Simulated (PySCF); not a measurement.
```xyz
16

C     2.5635   -0.3240   -0.1155
O     1.1904   -0.5815   -0.1693
Si    0.0089    0.1386    0.6813
Si   -0.3038    2.3490    0.1515
Cl    0.3726   -0.2459    2.6428
O    -1.3196   -0.6678    0.2629
Si   -2.3494   -1.9089    0.0589
H     2.9368   -0.4270    0.9061
H     3.0638   -1.0469   -0.7594
H     2.7784    0.6878   -0.4691
H    -0.5402    2.5401   -1.2853
H    -1.4284    2.9641    0.8618
H     0.8892    3.1483    0.4723
H    -3.5895   -1.4182    0.6561
H    -1.8405   -3.0932    0.7460
H    -2.4398   -2.1056   -1.3849
```

Geometry: GFN2-xTB.

All numbers below come from PBE0/pcSseg-1, SCF density, gas phase, non-relativistic in PySCF.

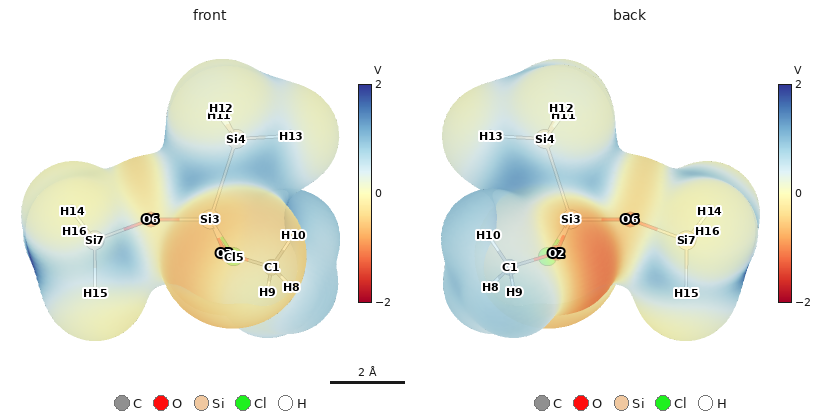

CH₉ClO₂Si₃. The electrostatic potential painted on the density surface at 0.002 e/bohr³, seen from the front and from behind; the colour scale runs from red (negative) to blue (positive).

Q: Which sites attract a positive test charge, and which a negative one?

A: A positive charge is drawn to the negative regions and a negative charge to the positive ones. The most negative region (about −1.1 V) lies over O2, the most positive (about +1.8 V) over Si7. O2 is the likeliest acceptor of a hydrogen bond.

Q: How polar is the molecule by this calculation?

A: Its dipole moment is 1.18 D.
